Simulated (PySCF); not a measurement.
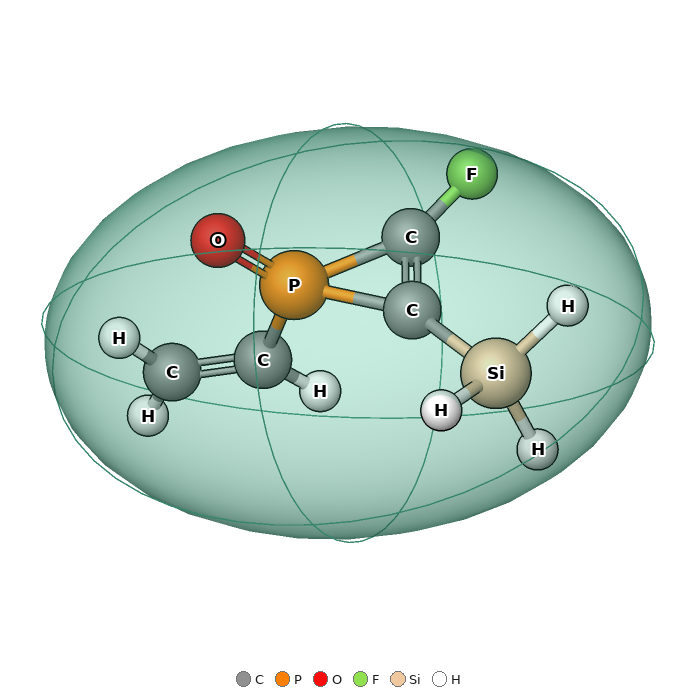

The ellipsoid shows the static dipole polarisability: its half-axes are proportional to the principal values. The computed structure is the end point of a GFN2-xTB optimisation. No frequency run is at hand to confirm it as a minimum. Method: B3LYP/def2-SVPD (PySCF 2.14.0).

### How large and how anisotropic is the polarisability?

Principal values 82.7, 87.8, 137.7 bohr³; mean 102.7 bohr³ (15.22 Å³); anisotropy 52.7 bohr³, so the longest axis is 1.67 times the shortest.

The geometry is semi-empirical. Around P, Si such bond lengths and angles can be off by a tenth of an ångström or more and by several degrees, and values that hang on the shape move with them.
